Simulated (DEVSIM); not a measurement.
Structure: Au/SiO2/p-Si capacitor, at 300 K.

```tsv
layer (left to right)	material	thickness (nm)	Na (cm⁻³)
1	SiO2	4.30	-
2	Si	2100	7.7e16
```

Metal gate on the left, work function 5.1 eV. Fixed charge at the semiconductor interface 2.3e12 cm⁻² (in units of +e); no interface traps.

Constants are typed, rounded textbook-type inputs, not results; the design itself was drawn at random and stands for no fabricated device. Values at 300 K.

```csv
parameter,SiO2,Si
gap (eV),9,1.124
affinity (eV),0.9,4.05
permittivity,3.9,11.7
Nc (cm⁻³),-,2.86e19
Nv (cm⁻³),-,3.1e19
```

Model (solved in DEVSIM): 1D Poisson equation in equilibrium, Boltzmann statistics, complete ionisation; no quantum confinement or tunnelling. Metal contacts follow the ideal Schottky-Mott rule: no Fermi-level pinning, no interface dipoles.

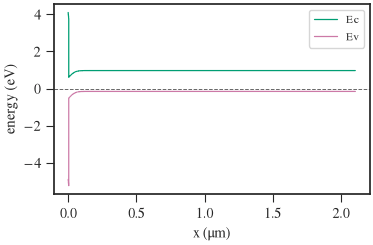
Fig. 1. Band edges at 0.1 V on the gate

Energies count from the Fermi level of the right contact; mesh points crowd at the junctions.

```json
[
 {"x (μm)": "0.000", "Ec (eV)": "4.100", "Ev (eV)": "-4.900", "n (cm⁻³)": "< 1e2", "p (cm⁻³)": "< 1e2", "field (V/cm)": "-800000"},
 {"x (μm)": "0.0009812", "Ec (eV)": "4.022", "Ev (eV)": "-4.978", "n (cm⁻³)": "< 1e2", "p (cm⁻³)": "< 1e2", "field (V/cm)": "-800000"},
 {"x (μm)": "0.002292", "Ec (eV)": "3.917", "Ev (eV)": "-5.083", "n (cm⁻³)": "< 1e2", "p (cm⁻³)": "< 1e2", "field (V/cm)": "-800000"},
 {"x (μm)": "0.003553", "Ec (eV)": "3.816", "Ev (eV)": "-5.184", "n (cm⁻³)": "< 1e2", "p (cm⁻³)": "< 1e2", "field (V/cm)": "-800000"},
 {"x (μm)": "0.004824", "Ec (eV)": "0.612", "Ev (eV)": "-0.512", "n (cm⁻³)": "1.5e9", "p (cm⁻³)": "7.7e10", "field (V/cm)": "89000"},
 {"x (μm)": "0.006571", "Ec (eV)": "0.627", "Ev (eV)": "-0.497", "n (cm⁻³)": "8.3e8", "p (cm⁻³)": "1.4e11", "field (V/cm)": "87000"},
 {"x (μm)": "0.01013", "Ec (eV)": "0.657", "Ev (eV)": "-0.467", "n (cm⁻³)": "2.6e8", "p (cm⁻³)": "4.5e11", "field (V/cm)": "83000"},
 {"x (μm)": "0.02118", "Ec (eV)": "0.741", "Ev (eV)": "-0.383", "n (cm⁻³)": "1.0e7", "p (cm⁻³)": "1.1e13", "field (V/cm)": "69000"},
 {"x (μm)": "0.03987", "Ec (eV)": "0.850", "Ev (eV)": "-0.274", "n (cm⁻³)": "150000", "p (cm⁻³)": "7.7e14", "field (V/cm)": "47000"},
 {"x (μm)": "0.07794", "Ec (eV)": "0.952", "Ev (eV)": "-0.172", "n (cm⁻³)": "2900", "p (cm⁻³)": "4.0e16", "field (V/cm)": "10000"},
 {"x (μm)": "0.1555", "Ec (eV)": "0.969", "Ev (eV)": "-0.155", "n (cm⁻³)": "1500", "p (cm⁻³)": "7.7e16", "field (V/cm)": "68"},
 {"x (μm)": "0.4098", "Ec (eV)": "0.969", "Ev (eV)": "-0.155", "n (cm⁻³)": "1500", "p (cm⁻³)": "7.7e16", "field (V/cm)": "≈ 0"},
 {"x (μm)": "0.8312", "Ec (eV)": "0.969", "Ev (eV)": "-0.155", "n (cm⁻³)": "1500", "p (cm⁻³)": "7.7e16", "field (V/cm)": "≈ 0"},
 {"x (μm)": "1.429", "Ec (eV)": "0.969", "Ev (eV)": "-0.155", "n (cm⁻³)": "1500", "p (cm⁻³)": "7.7e16", "field (V/cm)": "≈ 0"},
 {"x (μm)": "1.843", "Ec (eV)": "0.969", "Ev (eV)": "-0.155", "n (cm⁻³)": "1500", "p (cm⁻³)": "7.7e16", "field (V/cm)": "≈ 0"},
 {"x (μm)": "1.977", "Ec (eV)": "0.969", "Ev (eV)": "-0.155", "n (cm⁻³)": "1500", "p (cm⁻³)": "7.7e16", "field (V/cm)": "≈ 0"},
 {"x (μm)": "2.042", "Ec (eV)": "0.969", "Ev (eV)": "-0.155", "n (cm⁻³)": "1500", "p (cm⁻³)": "7.7e16", "field (V/cm)": "≈ 0"},
 {"x (μm)": "2.074", "Ec (eV)": "0.969", "Ev (eV)": "-0.155", "n (cm⁻³)": "1500", "p (cm⁻³)": "7.7e16", "field (V/cm)": "≈ 0"},
 {"x (μm)": "2.093", "Ec (eV)": "0.969", "Ev (eV)": "-0.155", "n (cm⁻³)": "1500", "p (cm⁻³)": "7.7e16", "field (V/cm)": "≈ 0"},
 {"x (μm)": "2.100", "Ec (eV)": "0.969", "Ev (eV)": "-0.155", "n (cm⁻³)": "1500", "p (cm⁻³)": "7.7e16", "field (V/cm)": "≈ 0"},
 {"x (μm)": "2.103", "Ec (eV)": "0.969", "Ev (eV)": "-0.155", "n (cm⁻³)": "1500", "p (cm⁻³)": "7.7e16", "field (V/cm)": "≈ 0"},
 {"x (μm)": "2.104", "Ec (eV)": "0.969", "Ev (eV)": "-0.155", "n (cm⁻³)": "1500", "p (cm⁻³)": "7.7e16", "field (V/cm)": "≈ 0"}
]
```
